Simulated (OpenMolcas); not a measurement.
# C2H5AlBN (SMILES B[C]1=C[NH][AlH]1): levels of theory compared

We compute a comparison of 6 runs (BLYP/6-31G*, M06-2X/6-31G*, M06-L/6-31G*, PBE/6-31G*, r2SCAN/6-31G*, CCSD(T)/6-31G*) of C2H5AlBN. 

The calculation is run with OpenMolcas 26.06.

1 further run of the same task is left out (set aside as unsound or not needed).

### Step 1. The system as given

C2H5AlBN: 10 atoms, total charge 0, spin state singlet. As SMILES, `B[C]1=C[NH][AlH]1`. Geometry: relaxed at PBE0-D4/def2-TZVP.

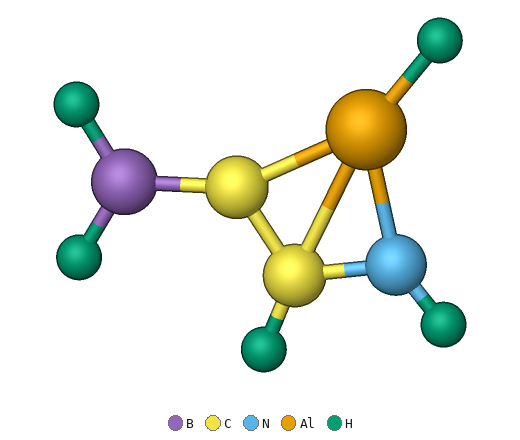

Viewed from a chosen angle; boron purple, carbon yellow, nitrogen blue, aluminium amber, hydrogen teal.

### Step 2. Energy and forces at BLYP/6-31G(d) (spherical functions) (run 1)

Contents of calc.input:

```
>>> EXPORT MOLCAS_PRINT=2

&GATEWAY
 BASLIB
 $CurrDir
 COORD
 10
 angstrom
 B       -1.253000       0.576700      -1.418700
 C       -0.143800       0.242800      -0.478800
 C       -0.315000      -0.471300       0.702300
 N        0.820900      -0.673500       1.422800
 Al       1.688500       0.264900       0.080500
 H       -2.375700       0.217000      -1.161700
 H       -1.076200       1.195400      -2.432600
 H       -1.273000      -0.859200       1.061700
 H        0.792000      -1.179400       2.289700
 H        3.218400       0.635500      -0.062200
 BASIS
 6-31Gs
 GROUP
 NoSym

&SEWARD
 GRIDINPUT
 Grid=UltraFine
 End of Grid

&SCF
 KSDFT
 BLYP
 THRESHOLDS
 1e-10 1e-07 1e-07 1e-05
 PRORBITALS
 1 2

&ALASKA
```

The basis set 6-31G* is read from a file made from the Basis Set Exchange's data (not shown).

The run is started by

```sh
$ export MOLCAS_MEM=1860
$ pymolcas calc.input > calc.log
```

Output:

```text
--- Start Module: gateway ---
[...]
--- Stop Module: gateway /rc=_RC_ALL_IS_WELL_ ---
[...]
      Basis functions           84
[...]
--- Start Module: scf ---
[...]
       Convergence after  17 Iterations
[...]
::    Total KS-DFT energy                            -401.1210033256
[...]
      Total spin, S                                     0.0000000000
[...]
      Total electronic charge=   42.000000
      Total            charge=   -0.000000
[...]
      Dipole Moment (debye):
      Origin of the operator (angstrom)=    0.4570    0.0164    0.1092
                   X=  2.2869E+00               Y= -1.3875E+00               Z=  3.1488E+00           Total=  4.1316E+00
      Quadrupole Moment (debye*angstrom):
[...]
--- Stop Module: scf /rc=_RC_ALL_IS_WELL_ ---
[...]
--- Start Module: alaska ---
[...]
 *              Molecular gradients               *
 **************************************************
  Irreducible representation: a
 ------------------------------------------------------------------------------------------
                              X                       Y                       Z
 ------------------------------------------------------------------------------------------
  B1                2.15895381688380E-03   -1.68371436742998E-03    3.61847049083242E-03
  C2                4.30688557744929E-03   -6.06523029047379E-03    1.19006866534184E-02
  C3                1.27549100209414E-02    3.01699138403855E-03   -1.04239650141480E-03
  N4               -1.14682811159916E-02    4.11220144506697E-03   -1.08660948338315E-02
  AL5              -1.15067060109997E-02   -6.19327672195080E-03    6.97345874034294E-03
  H6                2.68489485374657E-03    7.30753310690169E-04   -3.89514537357416E-04
  H7               -7.50164257417307E-05   -1.49371009562116E-03    2.56401265785833E-03
  H8                5.76959365891483E-03    2.43145259807931E-03   -2.33905354433439E-03
[...]
--- Stop Module: alaska /rc=_RC_ALL_IS_WELL_ ---
[...]
```

Wall time 31 s (1 thread of Intel Xeon 6975P-C (Granite Rapids), shared host); peak memory 0.47 GiB.

### Step 3. Energy and gradient at M06-2X/6-31G(d) (spherical functions) (run 2)

Contents of input.xyz:

```xyz
10

B     -1.253000     0.576700    -1.418700
C     -0.143800     0.242800    -0.478800
C     -0.315000    -0.471300     0.702300
N      0.820900    -0.673500     1.422800
Al     1.688500     0.264900     0.080500
H     -2.375700     0.217000    -1.161700
H     -1.076200     1.195400    -2.432600
H     -1.273000    -0.859200     1.061700
H      0.792000    -1.179400     2.289700
H      3.218400     0.635500    -0.062200
```

Contents of test.input:

```
>>> EXPORT MOLCAS_PRINT=2

&GATEWAY
 BasLib=$CurrDir
 Coord=input.xyz
 Basis=6-31Gs
 Group=NoSym

&SEWARD
 GridInput
 Grid=UltraFine
 End of Grid

&SCF
 KSDFT=M062X
 Thresholds=1e-10 1e-07 1e-07 1e-05
 PrOrbitals=1 1

&ALASKA
```

The basis set 6-31G* is read from a file made from the Basis Set Exchange's data (not shown).

The run is started by

```sh
$ export MOLCAS_MEM=1860
$ pymolcas test.input > test.log
```

Output:

```text
--- Start Module: gateway ---
[...]
--- Stop Module: gateway /rc=_RC_ALL_IS_WELL_ ---
[...]
      Basis functions           84
[...]
--- Start Module: scf ---
[...]
       Convergence after  15 Iterations
[...]
::    Total KS-DFT energy                            -401.0998415417
[...]
      Total spin, S                                     0.0000000000
[...]
      Total electronic charge=   42.000000
      Total            charge=   -0.000000
[...]
      Dipole Moment (debye):
      Origin of the operator (angstrom)=    0.4570    0.0164    0.1092
                   X=  2.1551E+00               Y= -1.2568E+00               Z=  2.8795E+00           Total=  3.8099E+00
      Quadrupole Moment (debye*angstrom):
[...]
--- Stop Module: scf /rc=_RC_ALL_IS_WELL_ ---
[...]
--- Start Module: alaska ---
[...]
 *              Molecular gradients               *
 **************************************************
  Irreducible representation: a
 ------------------------------------------------------------------------------------------
                              X                       Y                       Z
 ------------------------------------------------------------------------------------------
  B1                4.65702615213459E-03   -9.26932448803708E-04    3.12150250564169E-03
  C2               -3.46295550521458E-03   -7.45815186745435E-04    1.52646499618214E-04
  C3                4.10033169554236E-03   -9.94330798421039E-04    3.08710376187360E-03
  N4               -3.21406200129859E-03    1.68934448538316E-03   -3.98123404578854E-03
  AL5              -2.69136363275280E-03   -1.80308960146824E-03    2.24355500370166E-03
  H6               -1.29400193362628E-03   -4.88195347740694E-04    4.24620938294901E-04
  H7                4.80025246940408E-04    8.47388223567114E-04   -1.30965660659266E-03
  H8                8.98853733056537E-04    4.09274553866856E-04   -4.25844639786233E-04
[...]
--- Stop Module: alaska /rc=_RC_ALL_IS_WELL_ ---
[...]
```

Run time: 38 s. Hardware: 1 thread of Intel Xeon 6975P-C (Granite Rapids), shared host; peak memory 0.46 GiB.

Runs 3 to 4 aren't shown in full; the table further down has their settings and results.

### Step 4. Energy and gradient at r2SCAN/6-31G(d) (spherical functions) (run 5)

Contents of test.input:

```
* C2H5AlBN Kohn-Sham DFT

&gateway
 baslib=$CurrDir
 coord
 10
 bohr
 B     -2.36782683     1.08980506    -2.68095445
 C     -0.27174262     0.45882550    -0.90480087
 C     -0.59526373    -0.89062792     1.32715466
 N      1.55127618    -1.27273054     2.68870233
 Al     3.19080256     0.50058845     0.15212295
 H     -4.48942235     0.41007057    -2.19529484
 H     -2.03372326     2.25897861    -4.59694777
 H     -2.40562136    -1.62365269     2.00632223
 H      1.49666309    -2.22874299     4.32690591
 H      6.08189456     1.20092095    -0.11754096
 basis=6-31Gs
 group=NoSym

&seward
 gridinput
 Grid=UltraFine
 End of Grid

&scf
 ksdft=2
 1.0 MGGA_X_R2SCAN
 1.0 MGGA_C_R2SCAN
 thresholds=1e-10 1e-07 1e-07 1e-05
 prorbitals=1

&alaska
```

The basis set 6-31G* is read from a file made from the Basis Set Exchange's data (not shown).

The run is started by

```sh
$ export MOLCAS_MEM=1860
$ pymolcas test.input > test.log
```

Output:

```text
--- Start Module: gateway ---
[...]
--- Stop Module: gateway /rc=_RC_ALL_IS_WELL_ ---
[...]
      Basis functions           84
[...]
--- Start Module: scf ---
[...]
       Convergence after  17 Iterations
[...]
::    Total KS-DFT energy                            -401.0684237873
[...]
      Total spin, S                                     0.0000000000
[...]
      Total electronic charge=   42.000000
      Total            charge=   -0.000000
[...]
      Dipole Moment (debye):
      Origin of the operator (angstrom)=    0.4570    0.0164    0.1092
                   X=  2.3218E+00               Y= -1.3782E+00               Z=  3.1441E+00           Total=  4.1443E+00
      Quadrupole Moment (debye*angstrom):
[...]
--- Stop Module: scf /rc=_RC_ALL_IS_WELL_ ---
[...]
--- Start Module: alaska ---
[...]
 *              Molecular gradients               *
 **************************************************
  Irreducible representation: a
 ------------------------------------------------------------------------------------------
                              X                       Y                       Z
 ------------------------------------------------------------------------------------------
  B1                1.46474563087473E-03   -4.71442330741034E-04    1.29211429902387E-03
  C2                2.32269081964276E-04   -4.10193540955905E-03    7.17124401219138E-03
  C3                5.43502179136279E-03    1.19607400441257E-03   -2.73536534397323E-04
  N4               -6.01910852086940E-03    2.78736232160348E-03   -6.79634309765831E-03
  AL5              -3.43994366895295E-03   -2.75389393745762E-03    3.64653070810128E-03
  H6                1.63709478596674E-03    4.65566480701840E-04   -2.71800859538290E-04
  H7               -8.92441711784764E-05   -7.90861596317916E-04    1.34214460070359E-03
  H8                2.92931244270722E-03    1.38138493048112E-03   -1.44698450622949E-03
[...]
--- Stop Module: alaska /rc=_RC_ALL_IS_WELL_ ---
[...]
```

Wall time 41 s (1 thread of Intel Xeon 6975P-C (Granite Rapids), shared host); peak memory 0.46 GiB.

### Step 5. A single-point energy at CCSD(T)/6-31G(d) (spherical functions) (run 6)

Contents of calc.input:

```
&GATEWAY
 BasLib=$CurrDir
 Coord
 10
 angstrom
 B       -1.253000       0.576700      -1.418700
 C       -0.143800       0.242800      -0.478800
 C       -0.315000      -0.471300       0.702300
 N        0.820900      -0.673500       1.422800
 Al       1.688500       0.264900       0.080500
 H       -2.375700       0.217000      -1.161700
 H       -1.076200       1.195400      -2.432600
 H       -1.273000      -0.859200       1.061700
 H        0.792000      -1.179400       2.289700
 H        3.218400       0.635500      -0.062200
 Basis=6-31Gs
 Group=NoSym

&SEWARD

&SCF
 Thresholds=1e-10 1e-07 1e-07 1e-05
 PrOrbitals=1 2

&RASSCF
 FileOrb=$Project.ScfOrb
 Spin=1
 Nactel=0 0 0
 Inactive=21
 Ras2=0
 OutOrbitals=Canonical
 OrbListing=NoCore

&MOTRA
 JobIph
 Frozen=9

&CCSDT
 CCT
 Triples=2
 Iterations=80
 Accuracy=1e-08
 Extrapolation=5 4
```

The basis set 6-31G* is read from a file made from the Basis Set Exchange's data (not shown).

The run is started by

```sh
$ export MOLCAS_MEM=1860
$ pymolcas calc.input > calc.log
```

Output:

```text
--- Start Module: gateway ---
[...]
--- Stop Module: gateway /rc=_RC_ALL_IS_WELL_ ---
[...]
      Basis functions           84
[...]
       Convergence after  14 Iterations
[...]
::    Total SCF energy                               -399.6463570145
[...]
      Total spin, S                                     0.0000000000
[...]
      Number of active orbitals                  0
[...]
      Spin quantum number                      0.0
[...]
      Active orbitals                            0
[...]
      Number of CSFs                             1
[...]
      Number of root(s) required                 1
[...]
      Convergence after  4 iterations
[...]
      Natural orbitals and occupation numbers for root  1
      ************************************************************************************************************************
      *                                                    Final results                                                     *
      ************************************************************************************************************************
[...]
::    RASSCF root number  1 Total energy:   -399.64635701
[...]
      Total electronic charge=   42.000000
      Total            charge=   -0.000000
[...]
      Dipole Moment (debye):
      Origin of the operator (angstrom)=    0.4570    0.0164    0.1092
                   X=  1.9525E+00               Y= -1.2520E+00               Z=  2.8052E+00           Total=  3.6399E+00
      Quadrupole Moment (debye*angstrom):
[...]
--- Start Module: motra ---
[...]
      *** WARNING: Default frozen orbitals is overwritten by user input.
      *** Default values:   6
[...]
--- Stop Module: motra /rc=_RC_ALL_IS_WELL_ ---
--- Start Module: ccsdt ---
[...]
      Convergence after                    19  Iterations
      Total energy (diff) :    -400.21634282      -0.00000001
[...]
 METHOD                       : CCSD+T(CCSD)+<T3(1)WT1> = CCSD(T)
[...]
       CCSD     =      -400.2163428193728
[...]
--- Stop Module: ccsdt /rc=_RC_ALL_IS_WELL_ ---
[...]
```

Run time: 36 s. Hardware: 1 thread of Intel Xeon 6975P-C (Granite Rapids), shared host; peak memory 0.46 GiB.

### Step 6. The series

| run | level | task | integration grid | energy (Eh) | dipole moment (D) of the reference | HOMO energy (eV) | LUMO energy (eV) | wall time |
| --- | --- | --- | --- | --- | --- | --- | --- | --- |
| 1 | BLYP/6-31G* (spherical functions) | gradient | UltraFine | -401.121003 | 4.13 | -4.85 | -2.14 | 31 s |
| 2 | M06-2X/6-31G* (spherical functions) | gradient | UltraFine | -401.099842 | 3.81 | -7.08 | -0.80 | 38 s |
| 3 | M06-L/6-31G* (spherical functions) | gradient | UltraFine | -401.174221 | 4.22 | -5.21 | -1.92 | 41 s |
| 4 | PBE/6-31G* (spherical functions) | gradient | UltraFine | -400.838135 | 4.19 | -5.09 | -2.30 | 31 s |
| 5 | r2SCAN/6-31G* (spherical functions) | gradient | UltraFine | -401.068424 | 4.14 | -5.27 | -2.01 | 41 s |
| 6 | CCSD(T)/6-31G* (spherical functions) | energy | – | -400.238872 | 3.64 | -8.22 | 1.60 | 36 s |

### Step 7. Outcome

| quantity | value |
| --- | --- |
| run 6: total energy | -400.23887 Eh |
| run 6: dipole moment (mean-field density) | 3.64 D |
| run 6: HOMO energy (Hartree–Fock orbitals) | -8.22 eV |
| run 6: LUMO energy (Hartree–Fock orbitals) | 1.60 eV |
| run 6: HOMO–LUMO gap (Hartree–Fock orbitals) | 9.82 eV |
| run 6: correlation energy (9 core orbitals frozen) | -592.5 mEh |
| run 6: (T) correction | -22.53 mEh |

In words: Over runs 1, 2, 3, 4, 5 the dipole moment (its size) runs from 3.81 D (M06-2X/6-31G*) to 4.22 D (M06-L/6-31G*). Over runs 1, 2, 3, 4, 5 the HOMO–LUMO gap runs from 2.71 eV (BLYP/6-31G*) to 6.28 eV (M06-2X/6-31G*). Totals of different functionals can't be ranked against each other. All runs together took 3.6 min, the longest 41 s.
